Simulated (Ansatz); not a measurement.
Pd2PtSe6

Input file:

```
crystal:
  lattice:
    - [6.5774788681, 0.0, 0.0]
    - [-3.2887394341, 5.6962637926, 0.0]
    - [0.0, 0.0, 5.0319391566]
  atoms:
    - { symbol: Pd, position: [0.6666666667, 0.3333333333, 0.0] }
    - { symbol: Pd, position: [0.3333333333, 0.6666666667, 0.0] }
    - { symbol: Pt, position: [0.0, 0.0, 0.0] }
    - { symbol: Se, position: [0.0, 0.3309294092, 0.2565218506] }
    - { symbol: Se, position: [0.6690705908, 0.6690705908, 0.2565218506] }
    - { symbol: Se, position: [0.3309294092, 0.0, 0.2565218506] }
    - { symbol: Se, position: [0.3309294092, 0.3309294092, 0.7434781494] }
    - { symbol: Se, position: [0.0, 0.6690705908, 0.7434781494] }
    - { symbol: Se, position: [0.6690705908, 0.0, 0.7434781494] }
basis:
  ecutwfc: 420
kpoints:
  mp_grid: { grid: [6, 6, 8] }
  band_path:
    path:
      - [[0.0, 0.0, 0.0], [0.5, 0.0, 0.0], [0.33333333, 0.33333333, 0.0], [0.0, 0.0, 0.0], [0.0, 0.0, 0.5], [0.5, 0.0, 0.5], [0.33333333, 0.33333333, 0.5], [0.0, 0.0, 0.5]]
      - [[0.5, 0.0, 0.5], [0.5, 0.0, 0.0]]
      - [[0.33333333, 0.33333333, 0.5], [0.33333333, 0.33333333, 0.0], [0.33333333, 0.33333333, -0.5]]
    npoints: 14
hamiltonian:
  xc: pbe
scf:
  occupations: { method: gaussian, width: 0.1 }
  n_extra_bands: 22
output:
  forces: true
  stress: true
  eigenvalues: true
  populations: true
  dos: { projected: true, de: 0.02, nscf_kmesh: { grid: [8, 8, 10] } }
  bader: true
  write_density: true
  write_potential: true
  elf: true
  volumetric_format: npy
```

Command:

```sh
ansatz run input.yaml --threads 1 --pin off --max-ram 2560MiB --backend cpu --events-out ev --progress --plain --runs-dir out
```

Below, planes, directions and counts refer to the conventional cell (a = 6.58 Å, b = 6.58 Å, c = 5.03 Å, α = 90.00°, β = 90.00°, γ = 120.00°).

Space group P-31m; a structure generated by program, which may or may not match a known phase.

The calculation used DFT PBE, scalar-relativistic, plane waves, PAW (Ansatz 0.2.0).

What will maps of the valence pseudo-density and electron localisation function show?

Pd–Se (2.55 Å): the density is about 0.47 e/Å³ at the midpoint; the ELF is about 0.45 at the midpoint.
Bader's partition of the density gives Pd +0.21, Pt +0.09 and Se −0.09 e.

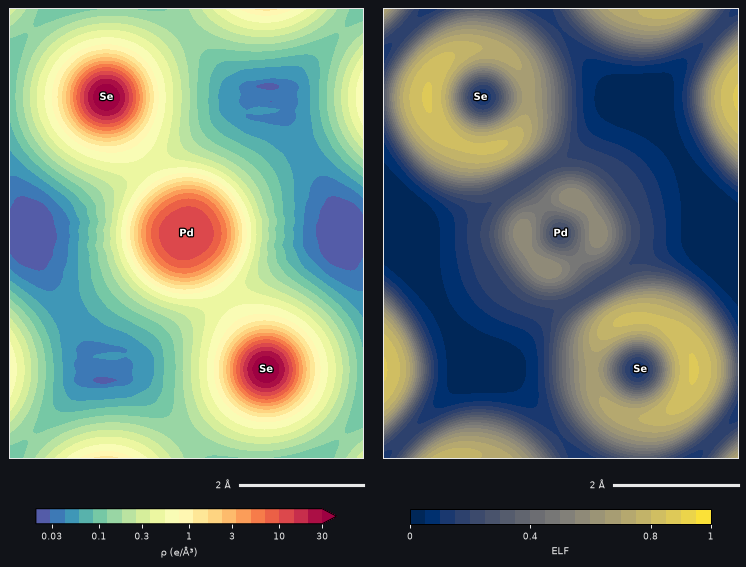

Computed valence pseudo-density and electron localisation function on the (11̄0) plane of the conventional cell, in this order. 

In a PAW calculation such maps are meaningful between the atoms, not at the nuclei.
